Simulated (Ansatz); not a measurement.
# (BP)2(GaN)1 [001] superlattice, started as zinc blende: from the cell to its phonons

How does (BP)2(GaN)1 [001] superlattice, started as zinc blende vibrate, and is this structure a minimum?

Program: Ansatz 0.2.0. Level of theory: DFT LDA, scalar-relativistic, plane waves, PAW. Results are calculated unless marked as measured.

The structure was built from a prototype and need not be the compound's stable phase.

## Step 1: The starting structure

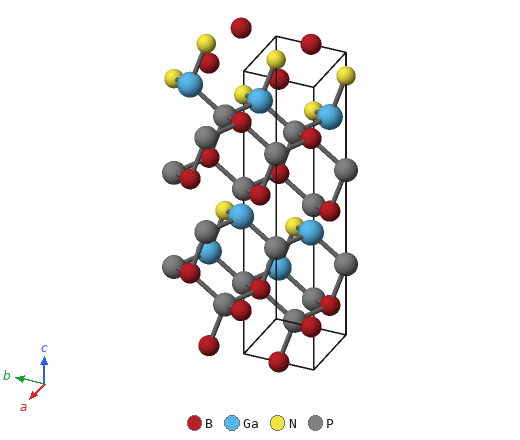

The starting structure, seen from a free direction (boron red, gallium blue, nitrogen yellow, phosphorus grey). 1×2×1 cells are drawn. This picture shows the conventional cell, with its axes. Bonds to atoms that aren't drawn are left out. Some periodic images of atoms are drawn too.

## Step 2: Coarse relaxation

The start is far from rest, so a relaxation with loose tolerances brings it close first.

Contents of input.yaml:

```yaml
crystal:
  lattice:
    - [2.26333, 2.26333, 0.0]
    - [-2.26333, 2.26333, 0.0]
    - [2.26333, 0.0, 6.79]
  atoms:
    - { symbol: B, position: [0.0, 0.0, 0.0] }
    - { symbol: B, position: [0.333333, 0.666667, 0.333333] }
    - { symbol: Ga, position: [0.666667, 0.333333, 0.666667] }
    - { symbol: "N", position: [0.083333, 0.416667, 0.833333] }
    - { symbol: P, position: [0.416667, 0.083333, 0.166667] }
    - { symbol: P, position: [0.75, 0.75, 0.5] }
kpoints:
  mp_grid: { grid: [6, 6, 6] }
hamiltonian:
  xc: lda
scf:
  occupations: { method: gaussian, width: 0.1 }
output:
  forces: true
  stress: true
  eigenvalues: true
relax:
  adjacent_minimum: "off"
  f_tol: 0.05
  max_steps: 80
  cell: { stress_tol: 0.5 }
```

On the command line:

```sh
$ ansatz run input.yaml --threads 8 --pin off --max-ram 14336MiB --backend cpu --events-out ev --progress --plain --runs-dir out
```

Numbers of over 12 decimals in the logs are rounded to 6 here.

Output:

```text
[...]
- [2.280672, 2.280672, 0]
    - [-2.172836, 2.172836, 0]
    - [2.226754, 0.053918, 6.872720]
  atoms:
    - { symbol: B, position: [0.00590975, -0.00590975, -0.011819] }
    - { symbol: B, position: [0.342629, 0.657371, 0.314742] }
    - { symbol: Ga, position: [0.643836, 0.356164, 0.712327] }
    - { symbol: N, position: [0.065453, 0.434547, 0.869093] }
    - { symbol: P, position: [0.426228, 0.073772, 0.147543] }
    - { symbol: P, position: [0.765943, 0.734057, 0.468114] }
[key lines of the parts left out:]
SCF converged after 6 iterations
Free energy (F): -5833.632282 eV
Fermi energy:    11.440498 eV
P = ⅓ Tr σ = -0.0116 GPa (-0.116 kbar)
```

Run time: 7.8 s. Hardware: 8 threads of Arm Neoverse V2, shared host; peak memory 0.44 GiB; 54 s of CPU time.

Step by step:

| step | energy less that of the first step (eV) | largest force component (eV/Å) | pressure (GPa) | volume (Å³) |
| --- | --- | --- | --- | --- |
| 1 | 0.0000 | 8.0504 | 9.75 | 69.57 |
| 2 | -1.9548 | 1.8506 | -1.82 | 70.22 |
| 3 | -2.1925 | 0.5256 | -2.14 | 69.27 |
| 4 | -2.2177 | 0.1791 | -1.01 | 68.69 |
| 5 | -2.2259 | 0.1600 | 0.46 | 67.92 |
| 6 | -2.2279 | 0.0472 | 0.00 | 68.12 |
| 7* | -2.2267 | 0.0470 | -0.01 | 68.12 |

Relaxation steps marked * repeat the geometry before them on a plane-wave basis chosen anew for their cell, so energy and pressure can jump there.

The run keeps the 4 symmetry operations that it works with, so distortions that break them were not tested.

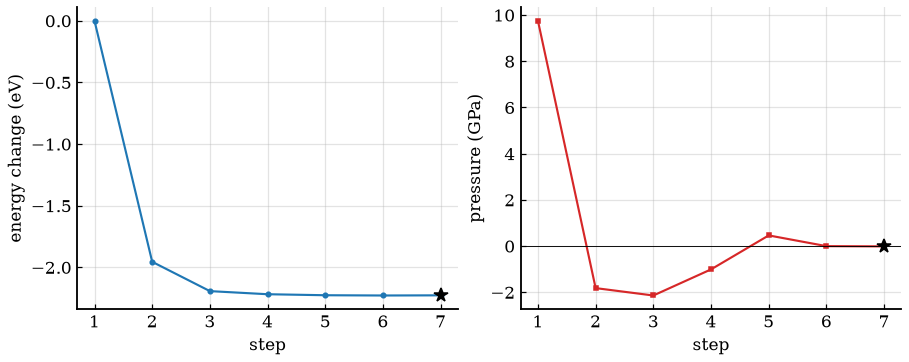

Energy and pressure along the relaxation. Stars mark steps on a basis chosen anew.

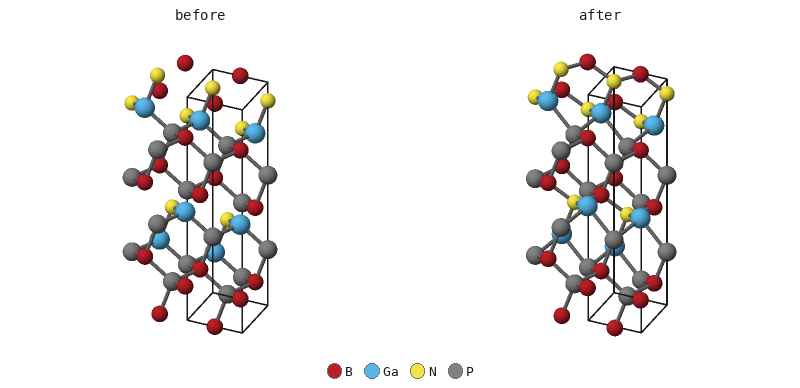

Before and after, at one scale. Bonds to atoms that aren't drawn are left out.

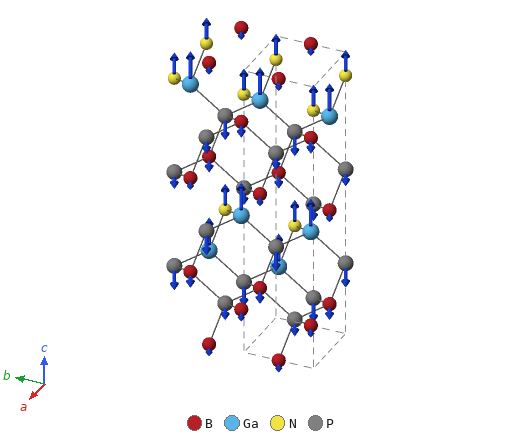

Displacements in the relaxation, exaggerated, measured against the changing cell; the longest in the cell stands for 0.31 Å. Bonds to atoms that aren't drawn are left out. 1×2×1 conventional cells are drawn. Some periodic images of atoms are drawn too.

| conventional cell, symmetrised | before | after | change |
| --- | --- | --- | --- |
| a (Å) | 3.201 | 3.073 | -4.0 % |
| b (Å) | 3.201 | 3.225 | +0.8 % |
| c (Å) | 13.580 | 13.745 | +1.2 % |
| volume (Å³/atom) | 11.59 | 11.35 | -2.1 % |

The atoms that moved most (Å, as changes of fractional coordinates times the final cell):

| atom | dx | dy | dz | length |
| --- | --- | --- | --- | --- |
| Ga3 | 0.000 | 0.000 | 0.314 | 0.314 |
| N4 | 0.000 | 0.000 | 0.246 | 0.246 |
| P6 | 0.000 | 0.000 | -0.219 | 0.219 |
| P5 | 0.000 | 0.000 | -0.131 | 0.131 |
| B2 | 0.000 | 0.000 | -0.128 | 0.128 |
| B1 | 0.000 | 0.000 | -0.081 | 0.081 |

Final coordinates:

```cif
data_structure
_symmetry_space_group_name_H-M 'P 1'
_symmetry_Int_Tables_number 1
_cell_length_a 3.2254
_cell_length_b 3.0729
_cell_length_c 7.2247
_cell_angle_alpha 102.279
_cell_angle_beta 77.102
_cell_angle_gamma 90.000
_cell_volume 68.12
loop_
_atom_site_label
_atom_site_type_symbol
_atom_site_fract_x
_atom_site_fract_y
_atom_site_fract_z
_atom_site_occupancy
B1 B 0.00591 0.99409 0.98818 1
B2 B 0.34263 0.65737 0.31474 1
Ga3 Ga 0.64384 0.35616 0.71233 1
N4 N 0.06545 0.43455 0.86909 1
P5 P 0.42623 0.07377 0.14754 1
P6 P 0.76594 0.73406 0.46811 1
```

This step gave:

```yaml
pressure: -0.01161 GPa
volume_per_atom: 11.35 Å³
gap_on_the_k_mesh: 0 eV
```

In this step the volume went from 11.59 to 11.35 Å³/atom.

## Step 3: Relaxation

Harmonic phonons are second derivatives at a point where the forces vanish, and they are wanted at zero stress, so atoms and cell are relaxed first.

Contents of input.yaml:

```yaml
crystal:
  lattice:
    - [2.2806715658, 2.2806715658, 0.0]
    - [-2.1728359229, 2.1728359229, 0.0]
    - [2.2267537444, 0.0539178215, 6.8727200867]
  atoms:
    - { symbol: B, position: [0.0059097492, -0.0059097492, -0.0118194983] }
    - { symbol: B, position: [0.3426289867, 0.6573710133, 0.3147420266] }
    - { symbol: Ga, position: [0.6438364536, 0.3561635464, 0.7123270928] }
    - { symbol: "N", position: [0.0654532766, 0.4345467234, 0.8690934469] }
    - { symbol: P, position: [0.4262283605, 0.0737716395, 0.147543279] }
    - { symbol: P, position: [0.7659431735, 0.7340568265, 0.4681136531] }
kpoints:
  mp_grid: { grid: [12, 12, 12] }
hamiltonian:
  xc: lda
scf:
  occupations: { method: gaussian, width: 0.1 }
output:
  forces: true
  stress: true
  eigenvalues: true
relax:
  adjacent_minimum: "off"
  f_tol: 0.005
  max_steps: 80
  cell: { stress_tol: 0.05 }
```

Output:

```text
[...]
Crystal: 6 atoms, lattice volume = 68.116 Å³
Basis set: ecut = 420 eV, 1323 PW (Γ)
Bands: 23, of which v1, the nominal top of the filled ones, is band 17 counted from 1 (16 counted from 0)
Symmetry: 4 space group operations
[...]
k-points: 280 of 1728 (time reversal used)
[...]
- [2.267477, 2.267477, -1.6496158024589982e-11]
    - [-2.190545, 2.190545, 0]
    - [2.229011, 0.038466, 6.877002]
  atoms:
    - { symbol: B, position: [0.00634045, -0.00634045, -0.012681] }
    - { symbol: B, position: [0.342667, 0.657333, 0.314665] }
    - { symbol: Ga, position: [0.644829, 0.355171, 0.710341] }
    - { symbol: N, position: [0.065502, 0.434498, 0.868995] }
    - { symbol: P, position: [0.425843, 0.074157, 0.148315] }
    - { symbol: P, position: [0.764818, 0.735182, 0.470364] }
[key lines of the parts left out:]
SCF converged after 6 iterations
Free energy (F): -5833.636801 eV
Fermi energy:    11.236569 eV
P = ⅓ Tr σ = 0.0010 GPa (0.010 kbar)
```

The job ended after 30 s (8 threads; peak memory 0.73 GiB; 3.9 min of CPU time).

Relaxation path:

| step | energy less that of the first step (eV) | largest force component (eV/Å) | pressure (GPa) | volume (Å³) |
| --- | --- | --- | --- | --- |
| 1 | 0.0000 | 0.1946 | 0.17 | 68.12 |
| 2 | -0.0034 | 0.1137 | 0.15 | 68.18 |
| 3 | -0.0045 | 0.0416 | 0.11 | 68.28 |
| 4 | -0.0045 | 0.0084 | -0.03 | 68.33 |
| 5 | -0.0045 | 0.0029 | -0.01 | 68.32 |
| 6* | -0.0050 | 0.0030 | 0.00 | 68.32 |

Relaxation steps marked * repeat the geometry before them on a plane-wave basis chosen anew for their cell, so energy and pressure can jump there.

The run keeps the 4 symmetry operations that it works with, so distortions that break them were not tested.

| conventional cell, symmetrised | before | after | change |
| --- | --- | --- | --- |
| a (Å) | 3.073 | 3.098 | +0.8 % |
| b (Å) | 3.225 | 3.207 | -0.6 % |
| c (Å) | 13.745 | 13.754 | +0.1 % |
| volume (Å³/atom) | 11.35 | 11.39 | +0.3 % |

The atoms that moved most (Å, as changes of fractional coordinates times the final cell):

| atom | dx | dy | dz | length |
| --- | --- | --- | --- | --- |
| P6 | 0.000 | 0.000 | 0.015 | 0.015 |
| Ga3 | 0.000 | 0.000 | -0.014 | 0.014 |
| B1 | 0.000 | 0.000 | -0.006 | 0.006 |
| P5 | 0.000 | 0.000 | 0.005 | 0.005 |

Final coordinates:

```cif
data_structure
_symmetry_space_group_name_H-M 'P 1'
_symmetry_Int_Tables_number 1
_cell_length_a 3.2067
_cell_length_b 3.0979
_cell_length_c 7.2293
_cell_angle_alpha 102.372
_cell_angle_beta 77.186
_cell_angle_gamma 90.000
_cell_volume 68.32
loop_
_atom_site_label
_atom_site_type_symbol
_atom_site_fract_x
_atom_site_fract_y
_atom_site_fract_z
_atom_site_occupancy
B1 B 0.00634 0.99366 0.98732 1
B2 B 0.34267 0.65733 0.31467 1
Ga3 Ga 0.64483 0.35517 0.71034 1
N4 N 0.06550 0.43450 0.86900 1
P5 P 0.42584 0.07416 0.14831 1
P6 P 0.76482 0.73518 0.47036 1
```

Numbers from this step:

| Property | Result |
| --- | --- |
| pressure | 0.001042 GPa |
| volume per atom | 11.39 Å³ |

In this step the volume went from 11.35 to 11.39 Å³/atom.

## Step 4: Relaxing to small forces for the phonons

Phonons need a cell at rest on their own settings, so the relaxation is repeated with tight tolerances on forces and stress on the k mesh and occupations of the first response run.

Contents of input.yaml:

```yaml
crystal:
  lattice:
    - [2.267476552, 2.267476552, 0.0]
    - [-2.1905452062, 2.1905452062, 0.0]
    - [2.2290108791, 0.038465673, 6.8770021082]
  atoms:
    - { symbol: B, position: [0.0063404522, -0.0063404522, -0.0126809044] }
    - { symbol: B, position: [0.3426674512, 0.6573325488, 0.3146650977] }
    - { symbol: Ga, position: [0.6448294268, 0.3551705732, 0.7103411465] }
    - { symbol: "N", position: [0.0655022863, 0.4344977137, 0.8689954274] }
    - { symbol: P, position: [0.4258426197, 0.0741573803, 0.1483147606] }
    - { symbol: P, position: [0.7648177638, 0.7351822362, 0.4703644724] }
kpoints:
  mp_grid: { grid: [12, 12, 12] }
hamiltonian:
  xc: lda
scf:
  occupations: { method: methfessel_paxton, width: 0.2 }
output:
  forces: true
  stress: true
  eigenvalues: true
relax:
  adjacent_minimum: "off"
  f_tol: 0.001
  max_steps: 60
  cell: { stress_tol: 0.01 }
```

Output:

```text
[...]
Crystal: 6 atoms, lattice volume = 68.316 Å³
Basis set: ecut = 420 eV, 1331 PW (Γ)
Bands: 23, of which v1, the nominal top of the filled ones, is band 17 counted from 1 (16 counted from 0)
Symmetry: 4 space group operations
[...]
k-points: 280 of 1728 (time reversal used)
[...]
- [-2.193128, 2.193128, -1.594534897356974e-11]
    - [2.229770, 0.036642, 6.874429]
  atoms:
    - { symbol: B, position: [0.00636125, -0.00636125, -0.012723] }
    - { symbol: B, position: [0.342665, 0.657335, 0.314670] }
    - { symbol: Ga, position: [0.644960, 0.355040, 0.710080] }
    - { symbol: N, position: [0.065503, 0.434497, 0.868993] }
    - { symbol: P, position: [0.425787, 0.074213, 0.148426] }
    - { symbol: P, position: [0.764723, 0.735277, 0.470553] }
[key lines of the parts left out:]
SCF converged after 6 iterations
Free energy (F): -5833.635383 eV
Fermi energy:    11.220512 eV
P = ⅓ Tr σ = 0.0002 GPa (0.002 kbar)
```

It took 30 s on 8 threads; peak memory 0.73 GiB.

Relaxation path:

| step | energy less that of the first step (eV) | largest force component (eV/Å) | pressure (GPa) | volume (Å³) |
| --- | --- | --- | --- | --- |
| 1 | 0.0000 | 0.0173 | 0.01 | 68.32 |
| 2 | 0.0000 | 0.0154 | 0.01 | 68.32 |
| 3 | 0.0000 | 0.0087 | 0.02 | 68.33 |
| 4 | 0.0000 | 0.0013 | 0.00 | 68.34 |
| 5 | 0.0000 | 0.0002 | 0.00 | 68.34 |
| 6* | -0.0001 | 0.0002 | 0.00 | 68.34 |

Relaxation steps marked * repeat the geometry before them on a plane-wave basis chosen anew for their cell, so energy and pressure can jump there.

The run keeps the 4 symmetry operations that it works with, so distortions that break them were not tested.

| conventional cell, symmetrised | before | after | change |
| --- | --- | --- | --- |
| a (Å) | 3.098 | 3.102 | +0.1 % |
| b (Å) | 3.207 | 3.205 | -0.0 % |
| c (Å) | 13.754 | 13.749 | -0.0 % |
| volume (Å³/atom) | 11.39 | 11.39 | +0.0 % |

The relaxed structure:

```xyz
6
Lattice="2.2664 2.2664 0.0000 -2.1931 2.1931 0.0000 2.2298 0.0366 6.8744" Properties=species:S:1:pos:R:3 pbc="T T T"
B     0.0000    0.0000   -0.0875
B     0.0366    2.2298    2.1632
Ga    2.2664    2.2664    4.8814
N     1.1332    1.1332    5.9738
P     1.1332    1.1332    1.0203
P     1.1698    3.3630    3.2348
```

This step gave:

* pressure: 2.02e-4 GPa

The largest force component left is 0.22 meV/Å and the pressure is 0.000 GPa, within the tolerances set. The cell now holds 11.39 Å³/atom.

(Continued in part 2 of 2.)

[Logs are printed without paths, hosts, clocks, repeated set-up lines and the standing remarks that a program may print on its own settings, such as how far it seeks lower states.]

[Hosts, paths, dates, database ids (printed as entryN), source tags and the programs' standing remarks are cut or masked in the printed files.]
